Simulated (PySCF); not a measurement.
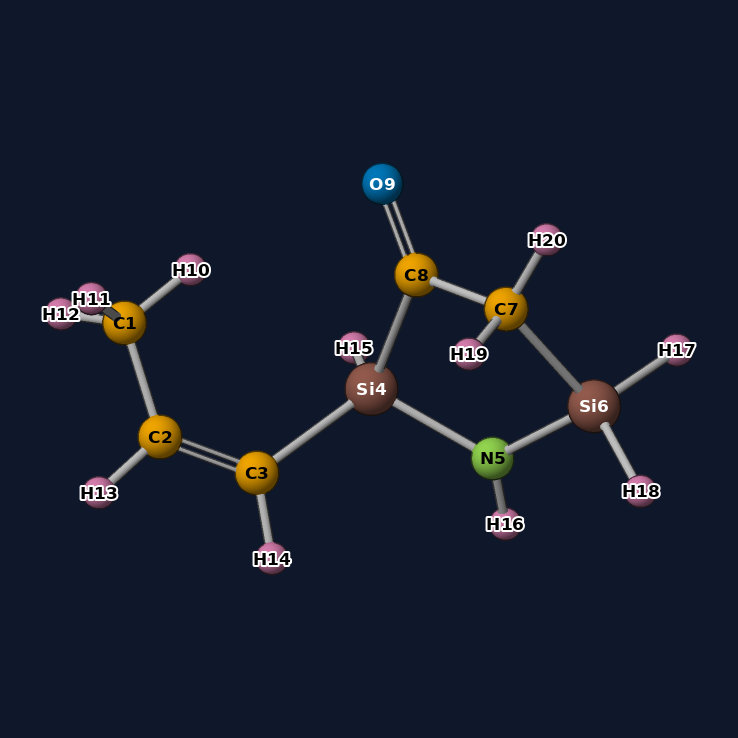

The questions are on isotropic NMR shieldings of the Si atoms. The geometry was computed by an optimisation with GFN2-xTB. No frequency run is at hand to confirm it as a minimum. Level of theory: GIAO PBE0/pcSseg-1 NMR shielding, non-relativistic, gas phase (PySCF 2.14.0).

List the isotropic NMR shieldings of the Si atoms.

| atom | σ (ppm) |
| --- | --- |
| Si4 | 401.5 |
| Si6 | 381.7 |

The geometry is semi-empirical. Around Si such bond lengths and angles can be off by a tenth of an ångström or more and by several degrees, and values that hang on the shape move with them.
